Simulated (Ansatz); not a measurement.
Take MoS2 in the 2H-MoS2 type structure (space group P6_3/mmc, No. 194; a = 3.149 Å, c = 12.092 Å; layered, stacked along the Cartesian z axis) as the base.

Structures relaxed with PBE-D3(BJ) (Ansatz, a program for electronic structure; PAW; 420 eV plane waves; without spin-orbit coupling), earlier PAW set.

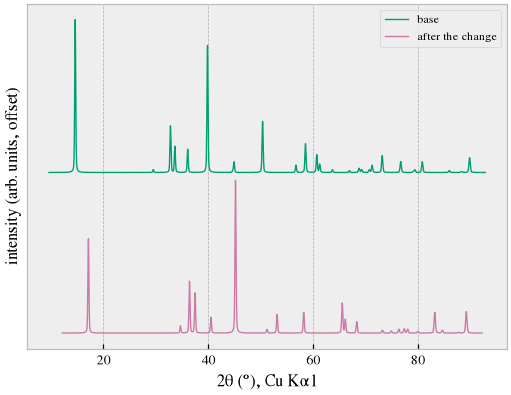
Figure. Simulated powder patterns before (top) and after one change

What was done to the base?
(A) pressure −2 GPa
(B) pressure 30 GPa
(C) pressure 60 GPa
(D) pressure 4.2 GPa

C, pressure 60 GPa. Its volume per atom is 12.06 Å³ against 17.31 Å³, and its space group is P6_3/mmc (No. 194).

A case with no gap was solved on a k-mesh chosen for an insulator, which is coarse for it. Load acts through the strain it causes; cell and atoms are relaxed under it. No phonon test of stability was made. No other phases were tried under pressure. All final runs are without spin polarisation.
